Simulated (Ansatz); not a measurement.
ClGeH···HF

```json
{"atom": "Ge", "x (Å)": "-0.7495", "y (Å)": "0.0884", "z (Å)": "0.2373"}
{"atom": "H", "x (Å)": "1.6381", "y (Å)": "-0.2541", "z (Å)": "1.5672"}
{"atom": "F", "x (Å)": "2.0477", "y (Å)": "0.2298", "z (Å)": "0.8942"}
{"atom": "H", "x (Å)": "-0.8030", "y (Å)": "1.1025", "z (Å)": "-1.0036"}
{"atom": "Cl", "x (Å)": "-1.1330", "y (Å)": "-1.7133", "z (Å)": "-0.9872"}
```

The calculation used RKS B3LYP-D4/def2-TZVP in Ansatz 0.2.0.

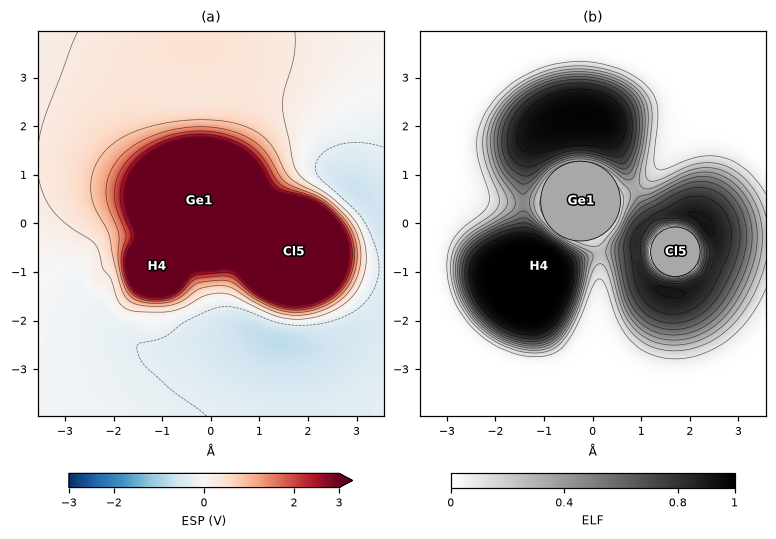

Figure 1. (a) electrostatic potential; (b) ELF on the plane of atoms H4, Ge1 and Cl5. Grey discs cover the atomic cores in the ELF map.

Q: Interpret the plot.

A: The plane passes through Ge, H and Cl nuclei.
Ge–Cl (2.21 Å): the ELF peaks at about 0.80 in the valence shell of Cl, 0.8 Å from its nucleus, and is about 0.65 at the midpoint.
Ge–H (1.60 Å): the ELF climbs to about 1 towards the hydrogen.
The ELF also peaks beside Cl5, away from the bonds: lone-pair regions.
Outside the dense part of the complex the potential is most negative (−0.8 V) near Cl5.

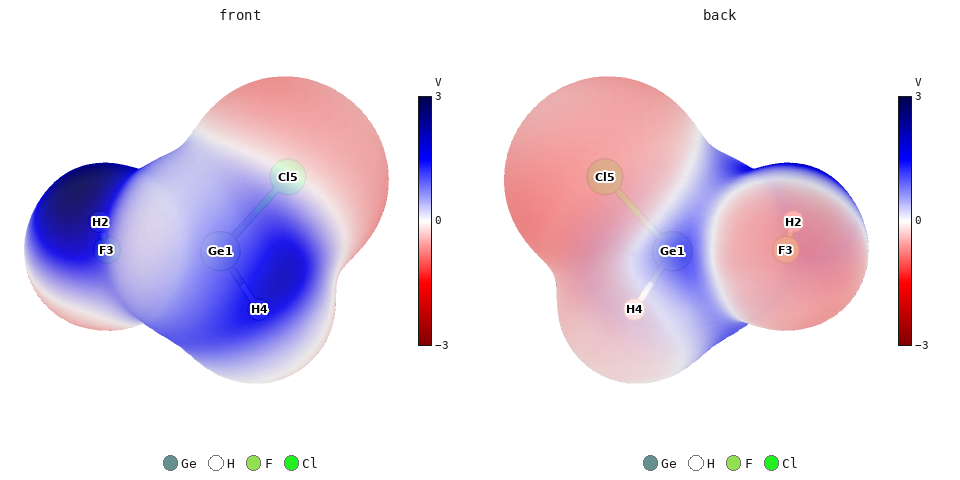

Figure 2. The molecular electrostatic potential painted on the density surface at 0.001 e/bohr³, seen from the front and from behind; the colour scale runs from red (negative) to blue (positive).

Q: Which sites attract a positive test charge, and which a negative one?

A: A positive charge is drawn to the negative regions and a negative charge to the positive ones. The most negative region (about −0.7 V) lies over Cl5, the most positive (about +2.8 V) over H2.

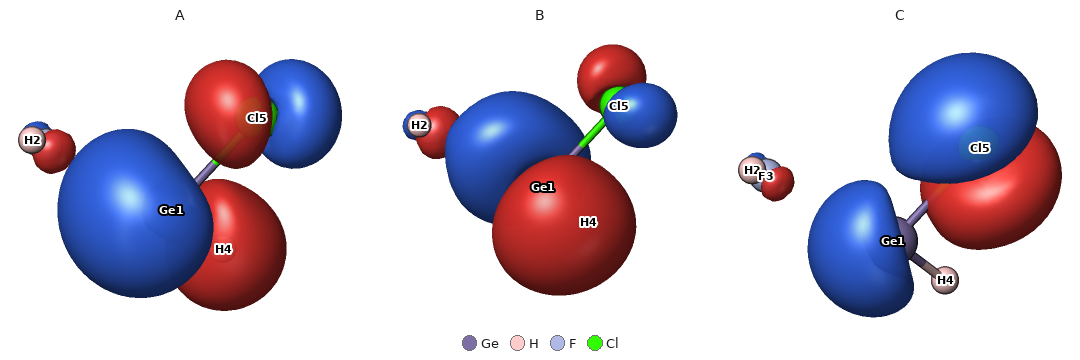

Figure 3. Three frontier orbitals at ±0.1 Å⁻³ᐟ² (blue and red are the two phases), in no order.

Q: Order the three orbitals by energy and name them.

A: C is the HOMO−1 (−8.93 eV). Its weight (Hirshfeld) is mainly on Cl5 (about 75 %) and Ge1 (about 20 %). A is the HOMO (−7.03 eV). It lies mainly on Ge1 (about 55 %), Cl5 (about 25 %) and H4 (about 20 %). B is the LUMO (−3.11 eV). It lies mainly on Ge1 (about 80 %) and Cl5 (about 10 %).

Q: What is the HOMO–LUMO gap?

A: 3.92 eV between the orbital energies.
